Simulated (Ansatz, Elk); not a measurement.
**How far do independent atoms describe NaScBr3?**

Structure refinements treat a crystal as free atoms side by side. For a made-up structure of NaScBr3 (cell and positions from a PBE relaxation) the runs below show what the calculated density changes in F(hkl).

Calculated with Elk 11.2.3 (patched build); DFT, PBE, all-electron APW+lo, Dirac cores, scalar-relativistic bands, static density, no spin.

The structure was built from a prototype and need not be the compound's stable phase.

### Step 1. Starting point

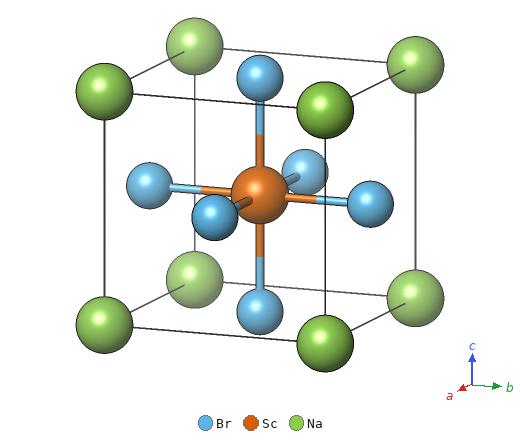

The cell as given, slightly off an axis (bromine blue, scandium orange, sodium green). Some periodic images of atoms are drawn too.

### Step 2. Ground state and structure factors

An all-electron density is needed, since X-rays see the cores too. Task 0 finds the density and task 195 Fourier-transforms it; tshift is off so that phases refer to the origin typed.

The input, elk.in:

```
tasks
  0
  195

xctype
  20

spinpol
  .false.

rgkmax
  7.0

gmaxvr
  14.0

lmaxo
  7

lmaxapw
  8

swidth
  0.002

tshift
  .false.

ramdisk
  .false.

hmaxvr
  5.5

maxscl
  120

epspot
  1e-06

sppath
  './'

avec
  10.17898342401 -0.00000000000 -0.00000000000
  0.00000000000 10.17898342401 0.00000000000
  -0.00000000000 0.00000000000 10.17898342401

atoms
  3
  'Br.in'
  3
  0.5000000000 0.5000000000 -0.0000000000   0.000000 0.000000 0.000000
  0.5000000000 -0.0000000000 0.5000000000   0.000000 0.000000 0.000000
  0.0000000000 0.5000000000 0.5000000000   0.000000 0.000000 0.000000
  'Sc.in'
  1
  0.5000000000 0.5000000000 0.5000000000   0.000000 0.000000 0.000000
  'Na.in'
  1
  -0.0000000000 0.0000000000 0.0000000000   0.000000 0.000000 0.000000

ngridk
  4 4 4
```

On the command line:

```sh
$ OMP_NUM_THREADS=4 elk
```

Numbers of over 12 decimals in the logs are rounded to 6 here.

Log:

```text
┌─────────────────────────┐
│ Elk code version 11.2.3 │
└─────────────────────────┘

All units are atomic (Hartree, Bohr, etc.)

┌─────────────────────────────────────────────────┐
│ Ground-state run starting from atomic densities │
└─────────────────────────────────────────────────┘

Lattice vectors :
   10.17898342      -0.000000000      -0.000000000
   0.000000000       10.17898342       0.000000000
  -0.000000000       0.000000000       10.17898342

Reciprocal lattice vectors :
  0.6172704135      -0.000000000       0.000000000
   0.000000000      0.6172704135       0.000000000
   0.000000000      -0.000000000      0.6172704135

Unit cell volume      :    1054.661813
Brillouin zone volume :   0.2351940787

Muffin-tin inner radius fraction :   0.1000000000E-01

Nuclei treated as point charges

Species : 1 (Br)
 parameters loaded from : Br.in
 name : bromine
 nuclear charge    :   -35.00000000
 electronic charge :    35.00000000
 atomic mass :    145656.0816
 muffin-tin radius :    2.400000000
 number of radial points in muffin-tin :    993
 inner part over the whole radius :   0.9934012010E-02
 number on inner part of muffin-tin    :    703
 approximate nuclear radius :   0.7858070945E-04
 number of mesh points to nuclear radius :    344
 atomic positions (lattice), magnetic fields (Cartesian) :
  1 :   0.50000000  0.50000000  0.00000000    0.00000000  0.00000000  0.00000000
  2 :   0.50000000  0.00000000  0.50000000    0.00000000  0.00000000  0.00000000
  3 :   0.00000000  0.50000000  0.50000000    0.00000000  0.00000000  0.00000000

Species : 2 (Sc)
 parameters loaded from : Sc.in
 name : scandium
 nuclear charge    :   -21.00000000
 electronic charge :    21.00000000
 atomic mass :    81949.61073
 muffin-tin radius :    2.400000000
 number of radial points in muffin-tin :    993
 inner part over the whole radius :   0.9898716403E-02
 number on inner part of muffin-tin    :    698
 approximate nuclear radius :   0.6711386133E-04
 number of mesh points to nuclear radius :    323
 atomic positions (lattice), magnetic fields (Cartesian) :
  1 :   0.50000000  0.50000000  0.50000000    0.00000000  0.00000000  0.00000000

Species : 3 (Na)
 parameters loaded from : Na.in
 name : sodium
 nuclear charge    :   -11.00000000
 electronic charge :    11.00000000
 atomic mass :    41907.78703
 muffin-tin radius :    2.200000000
 number of radial points in muffin-tin :    793
 inner part over the whole radius :   0.9883648912E-02
 number on inner part of muffin-tin    :    551
 approximate nuclear radius :   0.5574345702E-04
 number of mesh points to nuclear radius :    238
 atomic positions (lattice), magnetic fields (Cartesian) :
  1 :   0.00000000  0.00000000  0.00000000    0.00000000  0.00000000  0.00000000

Total number of atoms per unit cell :    5
Total muffin-tin volume :    276.2255813
 ratio of muffin-tin to unit cell volume :   0.2619091522

Spin treatment :
 spin-unpolarised

Number of Bravais lattice symmetries :   48
Number of crystal symmetries         :   48
Crystal has inversion symmetry
Real symmetric eigensolver will be used

k-point grid :      4     4     4
k-point offset :    0.000000000       0.000000000       0.000000000
k-point set is reduced with full crystal symmetry group
Total number of k-points :       10

Muffin-tin radius times maximum |G+k| :    7.000000000
 using average radius
Maximum |G+k| for APW functions       :    2.966101695
Maximum (1/2)|G+k|²                   :    4.398879632
Maximum |G| for potential and density :    14.00000000
Constant for pseudocharge density :    8
 order of it for each species :   15  15  15
 order of it for pair densities of each species (exact exchange by exxq0 0: 16) :   10  10   8
Radial integration step length :    1

G-vector grid sizes :     48    48    48
Number of G-vectors :    48885

Maximum angular momentum used for
 APW functions            :    8
 outer part of muffin-tin :    7
 inner part of muffin-tin :    2

Total nuclear charge    :   -137.0000000
[...]
xc potential                :     -440.46563999348
 exchange                    :     -324.07864526343
 correlation                 :     -6.430338
 electron entropic           :    -0.21592380432875E-02
 total energy                :     -8752.0966102689

Density of states at Fermi energy :    184.0131750
 (states/Hartree/unit cell)

Estimated indirect band gap :   0.4197166438E-03
 from k-point 4 to k-point 2
Estimated direct band gap   :   0.1920551286E-02
 at k-point 4

Charges :
 core                        :    66.00000000
 valence                     :    71.00000000
 interstitial                :    7.149625656
 muffin-tins (core leakage)
  species : 1 (Br)
   atom 1                    :    33.55758736     (  0.2287190614E-04)
[...]
species : 2 (Sc)
[...]
species : 3 (Na)
[...]
total in muffin-tins        :    129.8503743
 total calculated charge     :    136.9997554
 total charge                :    137.0000000
 error                       :   0.2446119734E-03

RMS change in Kohn-Sham potential (target) :   0.4533257001     (  0.1000000000E-05)
Absolute change in total energy (target)   :    4.343623943     (  0.1000000000E-03)

[... loops 3 to 14 left out ...]

┌──────────────────┐
│ Loop number : 15 │
└──────────────────┘

Energies :
 Fermi                       :     0.157712
 sum of occupied eigenvalues :     -5082.2863091582
 electron kinetic            :      8951.3335154285
 core electron kinetic       :      8135.1527418559
 Coulomb                     :     -17367.746699251
 Coulomb potential           :     -13603.939341921
 nuclear-nuclear             :     -905.90300282435
 electron-nuclear            :     -19334.677003463
 Hartree                     :      2872.8333070362
 Madelung                    :     -10565.777028291
 xc potential                :     -429.68048266515
 exchange                    :     -324.00167134180
 correlation                 :     -6.426484
 electron entropic           :    -0.24209240221337E-02
 total energy                :     -8746.8437604165

Density of states at Fermi energy :    201.1098930
 (states/Hartree/unit cell)

Estimated indirect band gap :   0.1611104236E-01
 from k-point 3 to k-point 4
Estimated direct band gap   :   0.1739509040E-01
 at k-point 2

Charges :
 core                        :    66.00000000
 valence                     :    71.00000000
 interstitial                :    7.250996049
 muffin-tins (core leakage)
  species : 1 (Br)
[...]
species : 2 (Sc)
[...]
species : 3 (Na)
[...]
total in muffin-tins        :    129.7490040
 total calculated charge     :    136.9996932
 total charge                :    137.0000000
 error                       :   0.3067746847E-03

RMS change in Kohn-Sham potential (target) :   0.4013037635E-06 (  0.1000000000E-05)
Absolute change in total energy (target)   :   0.6581603702E-04 (  0.1000000000E-03)

Convergence targets achieved

┌──────────────────┐
│ Loop number : 16 │
└──────────────────┘

Energies :
 Fermi                       :     0.157712
 sum of occupied eigenvalues :     -5082.2863280471
 electron kinetic            :      8951.3335120052
 core electron kinetic       :      8135.1527404674
 Coulomb                     :     -17367.746703922
 Coulomb potential           :     -13603.939346169
 nuclear-nuclear             :     -905.90300282435
 electron-nuclear            :     -19334.677008637
 Hartree                     :      2872.8333075393
 Madelung                    :     -10565.777030838
 xc potential                :     -429.68049388377
 exchange                    :     -324.00167137445
 correlation                 :     -6.426484
 electron entropic           :    -0.24209245659930E-02
 total energy                :     -8746.8437685593

Density of states at Fermi energy :    201.1099401
 (states/Hartree/unit cell)

Estimated indirect band gap :   0.1611104271E-01
 from k-point 3 to k-point 4
Estimated direct band gap   :   0.1739508985E-01
 at k-point 2

Charges :
 core                        :    66.00000000
 valence                     :    71.00000000
 interstitial                :    7.250996003
 muffin-tins (core leakage)
  species : 1 (Br)
[...]
atom 3                    :    33.54874054     (  0.2295235960E-04)
  species : 2 (Sc)
   atom 1                    :    19.14718423     ( -0.2163113919E-06)
  species : 3 (Na)
   atom 1                    :    9.955598144     ( -0.9715865357E-07)
 total in muffin-tins        :    129.7490040
 total calculated charge     :    136.9996932
 total charge                :    137.0000000
 error                       :   0.3067747244E-03

┌──────────────────────────────┐
│ Self-consistent loop stopped │
└──────────────────────────────┘

Wrote STATE.OUT
```

It took 28 s on 4 threads of Arm Neoverse V2, shared host; peak memory 0.22 GiB.

SFACRHO.OUT:

```text

h k l indices transformed by vhmat matrix:
   1.000000000       0.000000000       0.000000000    
   0.000000000       1.000000000       0.000000000    
   0.000000000       0.000000000       1.000000000    

      h      k      l  multipl.   |H|            Re(F)            Im(F)           |F|

      0      0      0      1   0.0000000       137.00000      0.15008726E-15   137.00000    
      0      0      1      6  0.61727041      -41.898004      0.10010021E-13   41.898004    
      0     -1      1     12  0.87295219      -4.6399402     -0.76887653E-14   4.6399402    
     -1     -1     -1      8   1.0691437       81.537381      0.15320529E-13   81.537381    
      0      0     -2      6   1.2345408       109.44243      0.17418140E-13   109.44243    
     -1     -2      0     24   1.3802586      -34.125589     -0.12059600E-13   34.125589    
     -2      1      1     24   1.5119975      -4.2900423     -0.20600984E-13   4.2900423    
     -2      2      0     12   1.7459044       96.220550      0.13563275E-13   96.220550    
     -2      1     -2     24   1.8518112      -30.296643     -0.20236640E-13   30.296643    
     -3      0      0      6   1.8518112      -30.433996     -0.23162087E-13   30.433996    
      0      3     -1     24   1.9519804      -4.4181322     -0.30491162E-14   4.4181322    
      3     -1      1     24   2.0472544       65.121934     -0.16532279E-13   65.121934    
      2      2      2      8   2.1382874       87.744098     -0.42956289E-13   87.744098    
      0      3     -2     24   2.2256001      -27.960024      0.30001099E-14   27.960024    
     -3      1      2     48   2.3096144      -4.8291200      0.46785071E-13   4.8291200    
      4      0      0      6   2.4690817       81.500454     -0.26739093E-13   81.500454    
     -1      0      4     24   2.5450711      -26.199039     -0.10894859E-14   26.199039    
      2     -3     -2     24   2.5450711      -26.192103     -0.24365866E-14   26.192103
```

Elk indexes on the primitive cell of elk.in and gives |H| = 4π sin θ/λ in inverse bohr. Below, one row stands for each form hkl of the conventional cell (m members, Friedel mates merged), F is for one primitive cell and the density is static (no thermal factor). Free-atom factors are Waasmaier and Kirfel's, and R is Σm||F|−|F'||/Σm|F|.

| hkl | m | sin θ/λ (Å⁻¹) | abs F, DFT | neutral atoms | diff. |
| --- | --- | --- | --- | --- | --- |
| 100 | 6 | 0.093 | 41.898 | 41.511 | +0.388 |
| 110 | 12 | 0.131 | 4.640 | 4.459 | +0.181 |
| 111 | 8 | 0.161 | 81.537 | 81.283 | +0.254 |
| 200 | 6 | 0.186 | 109.442 | 109.279 | +0.163 |
| 210 | 24 | 0.208 | 34.126 | 34.089 | +0.036 |
| 211 | 24 | 0.227 | 4.290 | 4.256 | +0.034 |
| 220 | 12 | 0.263 | 96.221 | 96.381 | -0.161 |
| 221 | 24 | 0.279 | 30.297 | 30.377 | -0.080 |
| 300 | 6 | 0.279 | 30.434 | 30.377 | +0.057 |
| 310 | 24 | 0.293 | 4.418 | 4.518 | -0.099 |
| 311 | 24 | 0.308 | 65.122 | 65.349 | -0.227 |
| 222 | 8 | 0.322 | 87.744 | 87.955 | -0.211 |
| 320 | 24 | 0.335 | 27.960 | 27.974 | -0.014 |
| 321 | 48 | 0.347 | 4.829 | 4.874 | -0.045 |
| 400 | 6 | 0.371 | 81.501 | 81.659 | -0.158 |
| 410 | 24 | 0.383 | 26.199 | 26.209 | -0.010 |
| 322 | 24 | 0.383 | 26.192 | 26.209 | -0.017 |
| 330 | 12 | 0.394 | 5.090 | 5.148 | -0.058 |
| 411 | 24 | 0.394 | 5.090 | 5.148 | -0.058 |
| 331 | 24 | 0.405 | 57.328 | 57.503 | -0.174 |
| 420 | 24 | 0.415 | 76.481 | 76.608 | -0.127 |
| 421 | 48 | 0.425 | 24.812 | 24.819 | -0.006 |

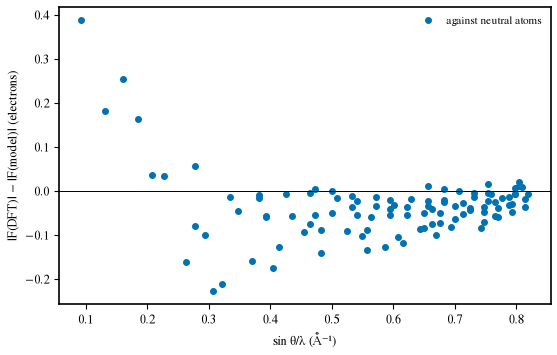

Difference between the calculated structure factors and the independent-atom ones.

### Step 3. The highest occupied states alone

An energy window below the Fermi level keeps the highest occupied states, to see at which angles they scatter; shallow core shells can lie inside it and anion s states outside. No new self-consistency is needed.

Changes to elk.in since step 2:

```diff
@@ -1,3 +1,2 @@
 tasks
-  0
   195
@@ -40,2 +39,5 @@
 
+wsfac
+  -0.209780 0.457710
+
 sppath
```

On the command line:

```sh
$ OMP_NUM_THREADS=4 elk
```

Log:

```text
┌─────────────────────────────────┐
│ Elk code version 11.2.3 started │
└─────────────────────────────────┘

Info(readinput): the functional depends on the density's gradient
 muffin-tin radial points multiplied by    2.00000
 (not where nrmtscf is given)

┌────────────────────┐
│ Current task : 195 │
└────────────────────┘

Info(sfacrho): density structure factors written to SFACRHO.OUT

 Energy window :  -0.2097800000      0.4577100000

┌──────────────────┐
│ Elk code stopped │
└──────────────────┘
```

Run time: 15 s. Hardware: 4 threads; peak memory 0.16 GiB.

States within 10 eV below the Fermi level hold 19.00 electrons; any levels below the window count with the cores. Their amplitudes can exceed the total, where window and core parts have opposite phase:

```
hkl  sin θ/λ (Å⁻¹)  abs F, window  abs F, all
100          0.093          5.128      41.898
110          0.131          1.974       4.640
111          0.161          5.449      81.537
200          0.186          4.681     109.442
210          0.208          1.356      34.126
211          0.227          0.384       4.290
220          0.263          0.986      96.221
221          0.279          0.318      30.297
300          0.279          0.352      30.434
310          0.293          0.202       4.418
```

### Step 4. Another functional

The difference from free atoms is small, so it is set against the change that PBEsol makes.

Changes to elk.in since step 3:

```diff
@@ -1,2 +1,3 @@
 tasks
+  0
   195
@@ -4,3 +5,3 @@
 xctype
-  20
+  22
 
@@ -39,5 +40,2 @@
 
-wsfac
-  -0.209780 0.457710
-
 sppath
```

On the command line:

```sh
$ OMP_NUM_THREADS=4 elk
```

Log:

```text
┌─────────────────────────┐
│ Elk code version 11.2.3 │
└─────────────────────────┘

All units are atomic (Hartree, Bohr, etc.)

┌─────────────────────────────────────────────────┐
│ Ground-state run starting from atomic densities │
└─────────────────────────────────────────────────┘

Lattice vectors :
   10.17898342      -0.000000000      -0.000000000
   0.000000000       10.17898342       0.000000000
  -0.000000000       0.000000000       10.17898342

Reciprocal lattice vectors :
  0.6172704135      -0.000000000       0.000000000
[...]
valence                     :    71.00000000
 interstitial                :    7.299722625
 muffin-tins (core leakage)
  species : 1 (Br)
[...]
species : 2 (Sc)
   atom 1                    :    19.14673523     ( -0.2162648869E-06)
  species : 3 (Na)
   atom 1                    :    9.955086299     ( -0.9715865490E-07)
 total in muffin-tins        :    129.7002774
 total calculated charge     :    136.9996913
 total charge                :    137.0000000
 error                       :   0.3086697408E-03

┌──────────────────────────────┐
│ Self-consistent loop stopped │
└──────────────────────────────┘

Wrote STATE.OUT
[key lines of the parts left out:]
total energy                :     -8740.4106569273
```

Elapsed: 28 s, on 4 threads; peak memory 0.23 GiB.

Against the first run R = 0.03 %; the largest change is -0.039 at 200.

### Step 5. Basis size

A smaller basis shows how fast F responds to it; the change is likely larger than the basis error of the first run, but doesn't show convergence.

Changes to elk.in since step 4:

```diff
@@ -5,3 +5,3 @@
 xctype
-  22
+  20
 
@@ -11,3 +11,3 @@
 rgkmax
-  7.0
+  5.5
```

On the command line:

```sh
$ OMP_NUM_THREADS=4 elk
```

Log:

```text
┌─────────────────────────┐
│ Elk code version 11.2.3 │
└─────────────────────────┘

All units are atomic (Hartree, Bohr, etc.)

┌─────────────────────────────────────────────────┐
│ Ground-state run starting from atomic densities │
└─────────────────────────────────────────────────┘

Lattice vectors :
   10.17898342      -0.000000000      -0.000000000
   0.000000000       10.17898342       0.000000000
  -0.000000000       0.000000000       10.17898342

Reciprocal lattice vectors :
  0.6172704135      -0.000000000       0.000000000
[...]
valence                     :    71.00000000
 interstitial                :    7.398697891
 muffin-tins (core leakage)
  species : 1 (Br)
[...]
species : 2 (Sc)
   atom 1                    :    19.09971083     ( -0.2163163622E-06)
  species : 3 (Na)
   atom 1                    :    9.948625743     ( -0.9715865446E-07)
 total in muffin-tins        :    129.6013021
 total calculated charge     :    136.9997149
 total charge                :    137.0000000
 error                       :   0.2850866872E-03

┌──────────────────────────────┐
│ Self-consistent loop stopped │
└──────────────────────────────┘

Wrote STATE.OUT
[key lines of the parts left out:]
total energy                :     -8746.7669295926
```

Run time: 24 s. Hardware: 4 threads; peak memory 0.21 GiB.

Against the first run R = 0.03 %; the largest change is -0.053 at 200.

### Step 6. Settings against the effect

| run | R against the first run (%) | R against neutral atoms, low angle (%) | wall time |
| --- | --- | --- | --- |
| PBE, rgkmax 7 | 0.00 | 0.33 | 28 s |
| PBEsol | 0.03 | 0.32 | 28 s |
| rgkmax 5.5 | 0.03 | 0.33 | 24 s |

### Step 7. Results

```yaml
r_against_neutral_atoms_sin_theta_lambda_0p3_a_minus1: 0.33 %
r_against_neutral_atoms_0p3_to_0p82_a_minus1: 0.20 %
```

What this shows: Independent neutral atoms miss the calculated amplitudes by R = 0.33 % below 0.3 Å⁻¹ and 0.20 % from there to 0.82 Å⁻¹; by shells, 1.46 % below 0.15 Å⁻¹ (2 forms), 0.26 % 0.15 to 0.3 (8 forms), 0.23 % 0.3 to 0.45 (13 forms), 0.19 % above 0.45 (81 forms). Bonding, aspherical density and the tables' own atoms all enter these figures, and the runs don't part them. The largest change of an amplitude is +0.39 electrons, at 100. The window's part falls from 19.0 electrons at the origin to at most 0.34 between 0.45 and 0.82 Å⁻¹. Below 0.3 Å⁻¹ the changes that finished (PBEsol and rgkmax 5.5) move F by R = 0.05 % at most, against the 0.33 % that separates it from free atoms. The k-mesh has no finished test. The electron count is odd, so without spin the run is a metal by force. Part of the difference isn't bonding: the tables are fits to free atoms and ions calculated by other methods than this functional. Thermal motion, anomalous dispersion and extinction are left out.

[Logs are printed without paths, hosts, clocks, repeated set-up lines and the standing remarks that a program may print on its own settings, such as how far it seeks lower states.]

[Hosts, paths, dates, database ids (printed as entryN), source tags and the programs' standing remarks are cut or masked in the printed files.]
